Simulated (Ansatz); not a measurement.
# CH2BrNSi: rigid scan of one bond length

How does the energy of CH2BrNSi change as one bond is stretched? The task is a rigid scan of one bond length, for CH2BrNSi.

Program: the Python package of Ansatz 0.2.0. Level of theory: CAM-B3LYP/def2-SVP. These are calculated values, not measurements.

## 1. Starting point

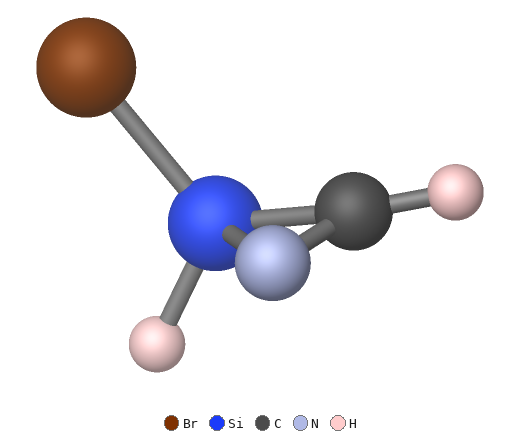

The starting structure, viewed from a chosen angle; bromine brown, silicon blue, carbon dark grey, nitrogen light blue, hydrogen pink.

Input file ch2brnsi.xyz:

```xyz
6

Br   -1.85860   -0.71650   -1.40400
Si   -0.10280    0.29700   -0.64070
C     0.16350    0.14500    1.05440
N     0.73530   -0.87710    0.50240
H     0.96090    0.57950   -1.65850
H     0.14370    0.50810    2.10020
```

## 2. Script

Input file ch2brnsi_scan.py:

```python
# -*- coding: utf-8 -*-
"""Potential curve of CH2BrNSi along one bond."""

import ansatz as az
import numpy as np

SETTINGS = {
    "basis_set": "def2-SVP",
    "functional": "CAM-B3LYP",
}

ch2brnsi = az.Crystal.molecule_from_extxyz("ch2brnsi.xyz")

symbols = [site.symbol for site in ch2brnsi.cartesian_sites]
start = np.array([site.position_ang for site in ch2brnsi.cartesian_sites])
axis = (start[5] - start[2]) / np.linalg.norm(start[5] - start[2])
moving = [5]
lengths, energies = [0.974, 1.019, 1.063, 1.107, 1.152, 1.196, 1.24, 1.307], []
for length in lengths:
    xyz = start.copy()
    xyz[moving] += (length - np.linalg.norm(start[5] - start[2])) * axis
    point = az.Crystal.molecule()
    for symbol, place in zip(symbols, xyz):
        point = point.atom(symbol, place.tolist())
    calc = point.calculation()
    calc = calc.basis(gaussian=SETTINGS["basis_set"]).functional(SETTINGS["functional"])
    calc = calc.scf(lower_state_search="light")
    rep = calc.run(threads=1).report
    energies.append(rep["free_energy_ev"])
    print(f"r = {length:6.3f} A  E = {energies[-1]:.5f} eV  <S^2> = {abs(rep['mean_field']['state']['spin_squared']):.3f}")

# quartic fit about the minimum
fit = np.polynomial.Polynomial.fit(lengths, np.array(energies) - min(energies), 4).convert()
roots = [r.real for r in fit.deriv().roots() if abs(r.imag) < 1e-9 and fit.deriv(2)(r.real) > 0]
r_e = min(roots, key=lambda r: abs(r - lengths[int(np.argmin(energies))]))
print(f"minimum of the fit at {r_e:.4f} A, force constant {fit.deriv(2)(r_e):.2f} eV/A^2")
```

## 3. The input behind the calls

The package turns the script's settings into the engine's input (first run):

```yaml
crystal:
  periodic: [false, false, false]
  atoms:
    - { symbol: Br, position_ang: [-1.8586, -0.7165, -1.404] }
    - { symbol: Si, position_ang: [-0.1028, 0.297, -0.6407] }
    - { symbol: C, position_ang: [0.1635, 0.145, 1.0544] }
    - { symbol: "N", position_ang: [0.7353, -0.8771, 0.5024] }
    - { symbol: H, position_ang: [0.9609, 0.5795, -1.6585] }
    - { symbol: H, position_ang: [0.14608228892492423, 0.4644126712808089, 1.9743718304199118] }
basis:
  gaussian:
    orbitals: def2-SVP
hamiltonian:
  xc: cam_b3lyp
scf:
  lower_state_search: light
```

## 4. The run

On the command line:

```bash
python ch2brnsi_scan.py
```

The program printed:

```text
r =  0.974 A  E = -80471.25327 eV  <S^2> = 0.000
r =  1.019 A  E = -80471.46712 eV  <S^2> = 0.000
r =  1.063 A  E = -80471.57145 eV  <S^2> = 0.000
r =  1.107 A  E = -80471.59500 eV  <S^2> = 0.000
r =  1.152 A  E = -80471.55436 eV  <S^2> = 0.000
r =  1.196 A  E = -80471.46610 eV  <S^2> = 0.000
r =  1.240 A  E = -80471.34149 eV  <S^2> = 0.000
r =  1.307 A  E = -80471.10226 eV  <S^2> = 0.000
minimum of the fit at 1.0996 A, force constant 33.86 eV/A^2
```

Run time: 29 s. Hardware: 1 thread of Arm Neoverse V1, shared host; peak memory 0.27 GiB.

## 5. What changed from run to run

The engine's inputs for some of the other runs:

Run 2, against run 1:

```diff
@@ -9 +9 @@
-    - { symbol: H, position_ang: [0.14608228892492423, 0.4644126712808089, 1.9743718304199118] }
+    - { symbol: H, position_ang: [0.14527756921406343, 0.47916993022088733, 2.0168756624208317] }
```

Run 4, against run 1:

```diff
@@ -9 +9 @@
-    - { symbol: H, position_ang: [0.14608228892492423, 0.4644126712808089, 1.9743718304199118] }
+    - { symbol: H, position_ang: [0.14370389511282455, 0.5080285699259296, 2.099994267222631] }
```

Run 5, against run 1:

```diff
@@ -9 +9 @@
-    - { symbol: H, position_ang: [0.14608228892492423, 0.4644126712808089, 1.9743718304199118] }
+    - { symbol: H, position_ang: [0.14289917540196376, 0.522785828866008, 2.1424980992235505] }
```

## 6. What each run gave

From the records of these 8 runs:

```tsv
run	distance (Å)	energy from run 4 (eV)	SCF cycles	CPU time (s)
1	0.97	0.3417	18	3.6
2	1.02	0.1279	18	3.6
3	1.06	0.0235	18	3.6
4	1.11	0.0000	18	3.6
5	1.15	0.0406	18	3.6
6	1.20	0.1289	18	3.5
7	1.24	0.2535	18	3.5
8	1.31	0.4927	19	3.6
```

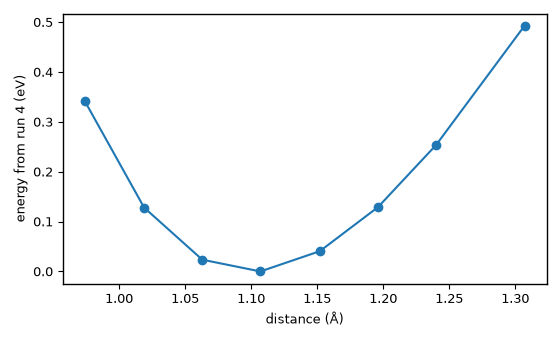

Energy against distance; lines join the points.

## 7. Summary of results

```
                        quantity     value
bond length at the fit's minimum  1.0996 Å
                   runs compared         8
                 range of energy  0.493 eV
      lowest point, distance (Å)      1.11
```

The lowest point, at 1.11, lies inside the range. The ends stand 0.342 and 0.493 eV above it. The distance scanned is the script's pair 2, 5. Reading the output:
- The rest of the molecule is held rigid at a force-field or estimated start geometry, and the basis set is modest; single-reference methods fail as a bond breaks.
- The orbitals are restricted, so S² is zero by construction.
